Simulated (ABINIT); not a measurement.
# Quasiparticle gap of SiC (P6_3mc) in ABINIT

Wanted: ground state, empty states, screening and self-energy for SiC (P6_3mc).

Calculated with ABINIT 10.8.3; PBE and many-body steps on it, plane waves.

**Experimental background.**

- Gap 3.33 eV: band gap at cryogenic temperature; bulk crystal (literature value) (quoted in “Silicon carbide diodes for neutron detection”, 2020, arxiv:2009.14696).

## (1) The structure

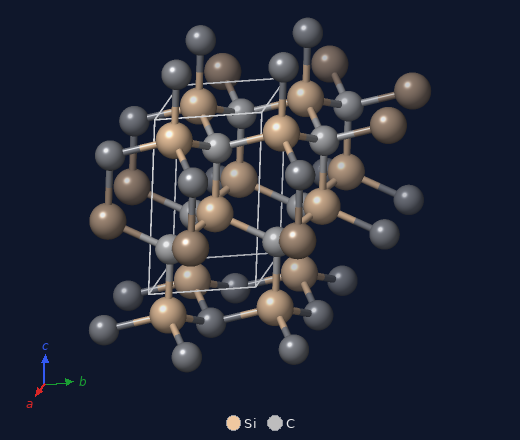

The cell as given, slightly off an axis (silicon light orange, carbon light grey). 2×2×1 cells are drawn. Some periodic images of atoms are drawn too.

The cell and positions are those that the Materials Project relaxed with its own functionals (PBE, PBE+U or r2SCAN), kept fixed.

## (2) Ground state

This step: ABINIT 10.8.3; DFT, PBE, plane waves, norm-conserving pseudopotentials.

The ground-state density comes first.

Input file run.abi:

```
acell 3*1.0 Angstrom
rprim 
  3.073513928196 0.000000000001 0.000000000000
  -1.536756964099 2.661741140703 0.000000000000
  0.000000000000 0.000000000000 5.045247710000
ntypat 2
znucl 14 6
natom 4
typat 1 1 2 2
xred 
  0.333333333333 0.666666666667 0.499602400000
  0.666666666667 0.333333333333 0.999602400000
  0.333333333333 0.666666666667 0.875397600000
  0.666666666667 0.333333333333 0.375397600000
pp_dirpath "pseudos"
pseudos "Si.upf, C.upf"
ecut 37
ngkpt 6 6 4
nshiftk 1
shiftk 0 0 0
kptopt 1
chksymbreak 0
nband 14
occopt 1
tolvrs 1e-10
nstep 60
prtwf 0
optforces 0
optstress 0
indata_prefix "in"
outdata_prefix "out"
tmpdata_prefix "tmp"
```

Run with:

```sh
$ OMP_NUM_THREADS=1 mpirun -n 8 abinit run.abi > log
```

Numbers of over 12 decimals in the logs are rounded to 6 here.

What it wrote:

```text
.Version 10.8.3 of ABINIT. v10.8.2 released Aug 2026.

 Symmetries : space group P6_3 m c (#186); Bravais hP (primitive hexag.)
================================================================================
 Values of the parameters that define the memory need of the present run
     intxc =       0    ionmov =       0      iscf =       7    lmnmax =       6
     lnmax =       6     mgfft =      54  mpssoang =       3    mqgrid =    3001
     natom =       4  nloc_mem =       1    nspden =       1   nspinor =       1
    nsppol =       1      nsym =      12    n1xccc =    2501    ntypat =       2
    occopt =       1   xclevel =       2
-    mband =          14        mffmem =           1         mkmem =           3
       mpw =        3015          nfft =       55296          nkpt =          21
================================================================================
  Rough estimation (10% accuracy) of disk space for files :
================================================================================

--------------------------------------------------------------------------------
------------- Echo of variables that govern the present computation ------------
--------------------------------------------------------------------------------
 -outvars: echo values of preprocessed input variables --------
            acell      1.8897261259E+00  1.8897261259E+00  1.8897261259E+00 Bohr

      chksymbreak           0
             ecut      3.70000000E+01 Hartree
-          fftalg         312

              ixc     -101130
              kpt      0.00000000E+00  0.00000000E+00  0.00000000E+00
                       1.66666667E-01  0.00000000E+00  0.00000000E+00
                       3.33333333E-01  0.00000000E+00  0.00000000E+00
                       5.00000000E-01  0.00000000E+00  0.00000000E+00
                       1.66666667E-01  1.66666667E-01  0.00000000E+00
                       3.33333333E-01  1.66666667E-01  0.00000000E+00
                       3.33333333E-01  3.33333333E-01  0.00000000E+00
                       0.00000000E+00  0.00000000E+00  2.50000000E-01
                       1.66666667E-01  0.00000000E+00  2.50000000E-01
   [... 10 further rows ...]
                       3.33333333E-01  1.66666667E-01  5.00000000E-01
                       3.33333333E-01  3.33333333E-01  5.00000000E-01
         kptrlatt        6    0    0      0    6    0      0    0    4
          kptrlen      3.48485974E+01
P           mkmem           3
            natom           4
            nband          14
            ngfft          32      32      54
             nkpt          21
            nstep          60
             nsym          12
           ntypat           2
              occ      2.000000  2.000000  2.000000  2.000000  2.000000  2.000000
                       2.000000  2.000000  0.000000  0.000000  0.000000  0.000000
                       0.000000  0.000000
        optforces           0
        optstress           0
            prtwf           0
            rprim      3.0735139282E+00  1.0000000000E-12  0.0000000000E+00
[...]
spgroup         186

           tolvrs      1.00000000E-10

             xred      3.3333333333E-01  6.6666666667E-01  4.9960240000E-01
[...]
znucl       14.00000    6.00000

================================================================================

 chkinp: Checking input parameters for consistency.

================================================================================
== DATASET  1 ==================================================================
-   mpi_nproc: 8, omp_nthreads: 1 (-1 if OMP is not activated)

--- !DatasetInfo
iteration_state: {dtset: 1, }
dimensions: {natom: 4, nkpt: 21, mband: 14, nsppol: 1, nspinor: 1, nspden: 1, mpw: 3015, }
cutoff_energies: {ecut:  37.0, pawecutdg:  -1.0, }
electrons: {nelect:   1.60000000E+01, charge:   0.00000000E+00, occopt:   1.00000000E+00, tsmear:   1.00000000E-02, }

 Real(R)+Recip(G) space primitive vectors, cartesian coordinates (Bohr,Bohr^-1):
 R(1)=  5.8080996  0.0000000  0.0000000  G(1)=  0.1721734  0.0994043  0.0000000
 R(2)= -2.9040498  5.0299618  0.0000000  G(2)=  0.0000000  0.1988087  0.0000000
 R(3)=  0.0000000  0.0000000  9.5341364  G(3)=  0.0000000  0.0000000  0.1048863
 Unit cell volume ucvol=  2.7853521E+02 bohr^3
 Angles (23,13,12)=  9.00000000E+01  9.00000000E+01  1.20000000E+02 degrees

 getcut: wavevector=  0.0000  0.0000  0.0000  ngfft=  32  32  54
         ecut(hartree)=     37.000   => boxcut(ratio)=   2.01210

--- Pseudopotential description ------------------------------------------------
- Si Generated using ONCVPSP code by D. R. Hamann
- 14.00000   4.00000  171031                  znucl, zion, pspdat
12 -101130 2 -1 1510                          pspcod,pspxc,lmax,lloc,mmax
     nproj     2     2     2
  pspatm : epsatm=    9.34321561
         --- l  ekb(1:nproj) -->
[...]
pspatm: atomic psp has been read  and splines computed

- C Generated using ONCVPSP code by D. R. Hamann
-  6.00000   4.00000  171031                  znucl, zion, pspdat
12 -101130 1 -1 1248                          pspcod,pspxc,lmax,lloc,mmax
     nproj     2     2     0
  pspatm : epsatm=    4.31346680
         --- l  ekb(1:nproj) -->
[...]
pspatm: atomic psp has been read  and splines computed

   4.37013837E+02                                ecore*ucvol(ha*bohr**3)
--------------------------------------------------------------------------------

_setup2: Arith. and geom. avg. npw (full set) are    2994.063    2994.045

================================================================================

--- !BeginCycle
iteration_state: {dtset: 1, }
solver: {iscf: 7, nstep: 60, nline: 4, wfoptalg: 0, }
tolerances: {tolvrs: 1.00E-10, }

     iter   Etot(hartree)      deltaE(h)  residm     vres2
 ETOT  1  -20.336975920391    -2.034E+01 4.347E-02 5.934E+02
 ETOT  2  -20.462691230986    -1.257E-01 2.563E-02 2.485E+02
 ETOT  3  -20.538605009084    -7.591E-02 1.717E-02 1.887E-01
 ETOT  4  -20.538735445157    -1.304E-04 2.833E-03 8.735E-03
 ETOT  5  -20.538736809254    -1.364E-06 1.356E-03 3.124E-04
 ETOT  6  -20.538736838261    -2.901E-08 1.084E-03 3.211E-06
 ETOT  7  -20.538736838889    -6.274E-10 1.046E-03 8.042E-08
 ETOT  8  -20.538736838896    -7.631E-12 5.613E-04 2.603E-09
 ETOT  9  -20.538736838897    -4.761E-13 4.430E-04 4.651E-11

 At SCF step    9       vres2   =  4.65E-11 < tolvrs=  1.00E-10 =>converged.

--- !ResultsGS
iteration_state: {dtset: 1, }
comment   : Summary of ground state results
lattice_vectors:
- [  5.8080996,   0.0000000,   0.0000000, ]
- [ -2.9040498,   5.0299618,   0.0000000, ]
- [  0.0000000,   0.0000000,   9.5341364, ]
lattice_lengths: [   5.80810,    5.80810,    9.53414, ]
lattice_angles: [ 90.000,  90.000, 120.000, ] # degrees, (23, 13, 12)
lattice_volume:   2.7853521E+02
convergence: {deltae: -4.761E-13, res2:  4.651E-11, residm:  4.430E-04, diffor:  0.000E+00, }
etotal    :  -2.05387368E+01
entropy   :   0.00000000E+00
fermie    :   2.57677472E-01
cartesian_stress_tensor: null
pressure_GPa: null
xred      :
- [  3.3333E-01,   6.6667E-01,   4.9960E-01, Si]
- [  6.6667E-01,   3.3333E-01,   9.9960E-01, Si]
- [  3.3333E-01,   6.6667E-01,   8.7540E-01,  C]
- [  6.6667E-01,   3.3333E-01,   3.7540E-01,  C]
cartesian_forces: null
force_length_stats: {min: null, max: null, mean: null, }

 Integrated electronic density in atomic spheres:
 ------------------------------------------------
 Atom  Sphere_radius  Integrated_density
[...]
4        2.00000          4.24712568
================================================================================

 ----iterations are completed or convergence reached----

 Mean square residual over all n,k,spin=   19.529E-07; max=  44.295E-05
 reduced coordinates (array xred) for    4 atoms
       0.333333333333      0.666666666667      0.499602400000
       0.666666666667      0.333333333333      0.999602400000
       0.333333333333      0.666666666667      0.875397600000
       0.666666666667      0.333333333333      0.375397600000
 rms dE/dt=  0.0000E+00; max dE/dt=  0.0000E+00; dE/dt below (all hartree)
    1       0.000000000000      0.000000000000      0.000000000000
    2       0.000000000000      0.000000000000      0.000000000000
    3       0.000000000000      0.000000000000      0.000000000000
    4       0.000000000000      0.000000000000      0.000000000000

 cartesian coordinates (angstrom) at end:
    1     -6.7e-13     1.774494     2.520618
    2      1.536757     0.887247     5.043242
    3     -6.7e-13     1.774494     4.416598
    4      1.536757     0.887247     1.893974
 length scales=  1.889726125908  1.889726125908  1.889726125908 bohr
              =  1.000000000000  1.000000000000  1.000000000000 angstroms
 prteigrs : about to open file out_EIG
 Fermi (or HOMO) energy (hartree) =   0.25768   Average Vxc (hartree)=  -0.41505
 Eigenvalues (hartree) for nkpt=  21  k points:
 kpt#   1, nband= 14, wtk=  0.00694, kpt=  0.0000  0.0000  0.0000 (reduced coord)
  -0.31539   -0.18408   -0.06281    0.20921    0.20921    0.25351    0.25768    0.25768
   0.43483    0.48624    0.50324    0.50324    0.54293    0.58732
 prteigrs : prtvol=0 or 1, do not print more k-points.

--- !EnergyTerms
iteration_state     : {dtset: 1, }
comment             : Components of total free energy in Hartree
kinetic             :  1.18020030824377E+01
hartree             :  2.36725794098151E+00
xc                  : -7.56510193927157E+00
Ewald energy        : -2.09193919204293E+01
psp_core            :  1.56897162498227E+00
local_psp           : -8.30958140657659E+00
non_local_psp       :  5.17105778979293E-01
total_energy        : -2.05387368388967E+01
total_energy_eV     : -5.58887501127776E+02
band_energy         :  5.66994619632827E-01

== END DATASET(S) ==============================================================
================================================================================

 -outvars: echo values of variables after computation  --------
           etotal     -2.0538736839E+01
            nband          14
             nkpt          21
          spgroup         186
 [... the other variables as echoed above ...]

 Calculation completed.
```

Wall time 4.2 s (8 MPI ranks of Arm Neoverse V2, shared host); peak memory 0.54 GiB.

Numbers from this step:

```
total energy               : -558.8875 eV
gap                        : 2.275 eV
k of the valence top       : 0, 0, 0
k of the conduction bottom : 0.3333, 0.3333, 0
least direct gap           : 3.985 eV
```

The gap is indirect, with the least direct gap 1.71 eV higher.

(Continued in part 2 of 3.)

[Paths, hosts, dates, memory and timing lines, banners, echoed tables and standing remarks are left out of the program output.]

[Logs are printed without paths, hosts, clocks, repeated set-up lines and the standing remarks that a program may print on its own settings, such as how far it seeks lower states.]

[Runs of the session that timed out or met a known fault of the program may be left out.]

[Hosts, paths, dates, database ids (printed as entryN), source tags and the programs' standing remarks are cut or masked in the printed files.]

[G0W0 gaps are taken among the corrected bands and points alone; a level outside them can change the order at an edge.]

[Where Ansatz stands beside ABINIT at settings called matched, ABINIT's density can come from a denser mesh and the files from another edition; pairs whose starting gaps differed by over 0.03 eV were left out, so agreement reads better than it is.]
